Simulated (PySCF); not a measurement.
# wB97X-V/STO-6G run of GeS (germanium sulfide)

Aim: the vertical ionisation energy of GeS (germanium sulfide) at wB97X-V/STO-6G, from 2 runs. The job is set up through a Python script.

The results are computed with PySCF 2.14.0.

12 further runs of the same task are left out: 5 that didn't finish, 7 set aside as unsound or not needed.

### Step 1. The system as given

The species is GeS (2 atoms), meant as a singlet with charge 0. As SMILES, `[S+]#[Ge-]`. Geometry: the measured bond length.

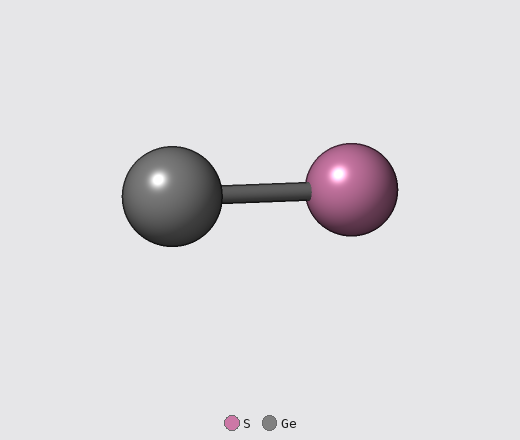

The structure, seen from a chosen angle (sulfur pink, germanium grey).

### Step 2. The energy at wB97X-V/STO-6G

Input file job.py:

```python
from pyscf import gto, dft

mol = gto.M(
    atom='S 0.000000 0.000000 0.000000; Ge 0.000000 0.000000 2.012086',
    max_memory=1860,
    verbose=4,
    basis='sto-6g',
)

mf = dft.RKS(mol, xc='wb97x-v')
mf.grids.level = 5
mf.conv_tol = 1e-10
mf.nlcgrids.level = 1
mf.kernel()
if not mf.converged:
    mf = mf.newton().run(mf.mo_coeff, mf.mo_occ)

energy = mf.e_tot
print(f'total energy: {energy:.8f} hartree')
```

Command:

```sh
$ OMP_NUM_THREADS=1 python job.py
```

The log of the run:

```text
PySCF version 2.14.0

[INPUT] num. atoms = 2
[INPUT] num. electrons = 48
[INPUT] charge = 0
[INPUT] spin (= nelec alpha-beta = 2S) = 0
[INPUT] symmetry False subgroup None
[INPUT] Mole.unit = angstrom
[INPUT] Symbol           X                Y                Z      unit          X                Y                Z       unit  Magmom
[INPUT]  1 S      0.000000000000   0.000000000000   0.000000000000 AA    0.000000000000   0.000000000000   0.000000000000 Bohr   0.0
[INPUT]  2 Ge     0.000000000000   0.000000000000   2.012086000000 AA    0.000000000000   0.000000000000   3.802291479072 Bohr   0.0

nuclear repulsion = 134.655641951209
number of shells = 13
number of NR pGTOs = 162
number of NR cGTOs = 27
basis = sto-6g
ecp = {}

******** <class 'pyscf.dft.rks.RKS'> ********
method = RKS
initial guess = minao
damping factor = 0
level_shift factor = 0
DIIS = <class 'pyscf.scf.diis.CDIIS'>
diis_start_cycle = 1
diis_space = 8
diis_damp = 0
SCF conv_tol = 1e-10
SCF conv_tol_grad = None
SCF max_cycles = 50
direct_scf = True
direct_scf_tol = 1e-13
XC library pyscf.dft.libxc version 7.0.0
    S. Lehtola, C. Steigemann, M. J.T. Oliveira, and M. A.L. Marques.,  SoftwareX 7, 1–5 (2018)
XC functionals = wb97x-v
    N. Mardirossian and M. Head-Gordon.,  Phys. Chem. Chem. Phys. 16, 9904-9924 (2014)
radial grids:
    Treutler-Ahlrichs [JCP 102, 346 (1995); DOI:10.1063/1.469408] (M4) radial grids

becke partition: Becke, JCP 88, 2547 (1988); DOI:10.1063/1.454033
pruning grids: <function nwchem_prune>
grids dens level: 5
symmetrized grids: False
atomic radii adjust function: <function treutler_atomic_radii_adjust>
** Following is NLC and NLC Grids **
NLC functional = wb97x-v
radial grids:
    Treutler-Ahlrichs [JCP 102, 346 (1995); DOI:10.1063/1.469408] (M4) radial grids

becke partition: Becke, JCP 88, 2547 (1988); DOI:10.1063/1.454033
pruning grids: <function nwchem_prune>
grids dens level: 1
symmetrized grids: False
atomic radii adjust function: <function treutler_atomic_radii_adjust>
small_rho_cutoff = 0
Set gradient conv threshold to 1e-05
Initial guess from minao.
tot grids = 87784
tot grids = 13736
init E= -2460.03856232741
  HOMO = -0.478413064624812  LUMO = -0.253051673957868  gap/eV = 6.13240
cycle= 1 E= -2462.14916307263  delta_E= -2.11  |g|= 0.268  |ddm|= 2.18
  HOMO = -0.112708505801891  LUMO = 0.153421005329994  gap/eV = 7.24175
cycle= 2 E= -2462.16746305807  delta_E= -0.0183  |g|= 0.104  |ddm|= 0.551
  HOMO = -0.205199622668807  LUMO = 0.142503261865889  gap/eV = 9.46148
cycle= 3 E= -2462.1689959152  delta_E= -0.00153  |g|= 0.0964  |ddm|= 0.317
  HOMO = -0.200129034777939  LUMO = 0.143089312848149  gap/eV = 9.33945
cycle= 4 E= -2462.17283430047  delta_E= -0.00384  |g|= 0.0117  |ddm|= 0.15
  HOMO = -0.211916700116106  LUMO = 0.141247401092447  gap/eV = 9.61008
cycle= 5 E= -2462.17302130849  delta_E= -0.000187  |g|= 0.00412  |ddm|= 0.0526
  HOMO = -0.214930024676073  LUMO = 0.140472167046219  gap/eV = 9.67099
cycle= 6 E= -2462.17307528963  delta_E= -5.4e-05  |g|= 0.0015  |ddm|= 0.041
  HOMO = -0.215137056188179  LUMO = 0.140574135415322  gap/eV = 9.67939
cycle= 7 E= -2462.17307834525  delta_E= -3.06e-06  |g|= 0.00015  |ddm|= 0.0113
  HOMO = -0.215134176270044  LUMO = 0.140552739318573  gap/eV = 9.67873
cycle= 8 E= -2462.17307836508  delta_E= -1.98e-08  |g|= 2.45e-05  |ddm|= 0.000929
  HOMO = -0.215137471359382  LUMO = 0.140554418067758  gap/eV = 9.67887
cycle= 9 E= -2462.1730783661  delta_E= -1.02e-09  |g|= 3.67e-06  |ddm|= 0.000194
  HOMO = -0.215138075427429  LUMO = 0.140554093171174  gap/eV = 9.67888
cycle= 10 E= -2462.1730783661  delta_E= -3.64e-12  |g|= 1.05e-06  |ddm|= 6.3e-06
  HOMO = -0.215138556161613  LUMO = 0.140553932438327  gap/eV = 9.67889
Extra cycle  E= -2462.17307836611  delta_E= -1.82e-12  |g|= 1.22e-06  |ddm|= 3.66e-06
converged SCF energy = -2462.17307836611
total energy: -2462.17307837 hartree
```

Wall time 17 s (1 thread of Arm Neoverse V1, shared host); peak memory 0.21 GiB.

### Step 3. The doublet cation at the same level

Input file calc.py:

```python
from pyscf import gto, dft

mol = gto.M(
    atom=[
    ('S', (0.000000, 0.000000, 0.000000)),
    ('Ge', (0.000000, 0.000000, 2.012086)),
],
    verbose=3,
    basis='sto-6g',
    max_memory=1860,
    charge=1,
    spin=1,
)

mf = dft.UKS(mol)
mf.xc = 'wb97x-v'
mf.conv_tol = 1e-10
mf.nlcgrids.level = 1
mf.grids.level = 5
mf.kernel()
if not mf.converged:
    mf = mf.newton().run(mf.mo_coeff, mf.mo_occ)

etot = mf.e_tot
print('Final energy', etot)
```

Command:

```sh
$ OMP_NUM_THREADS=1 python calc.py
```

The log of the run:

```text
WARN: HOMO -0.478413064624773 >= LUMO -0.47841306462477

converged SCF energy = -2461.90661235129  <S^2> = 0.76749181  2S+1 = 2.017416
Final energy -2461.906612351287
```

Run time: 26 s. Hardware: 1 thread of Arm Neoverse V1, shared host; peak memory 0.21 GiB.

### Step 4. What came out

Level: wB97X-V/STO-6G.

```
                                          quantity           value
                         singlet GeS: total energy  -2462.17308 Eh
                        singlet GeS: dipole moment          0.50 D
                          singlet GeS: HOMO energy        -5.85 eV
                          singlet GeS: LUMO energy         3.82 eV
                        singlet GeS: HOMO–LUMO gap         9.68 eV
                      doublet cation: total energy  -2461.90661 Eh
doublet cation: HOMO energy (highest over α and β)       -15.27 eV
 doublet cation: LUMO energy (lowest over α and β)        -8.37 eV
                              doublet cation: ⟨S²⟩           0.767
vertical ionisation energy (to the doublet cation)        7.251 eV
```

Removing an electron at fixed nuclei costs 7.25 eV (167 kcal/mol). The negative HOMO energy of the first species, 5.85 eV, lies 1.40 eV below that difference. In a minimal basis such a difference can be off by several eV, whatever the method.
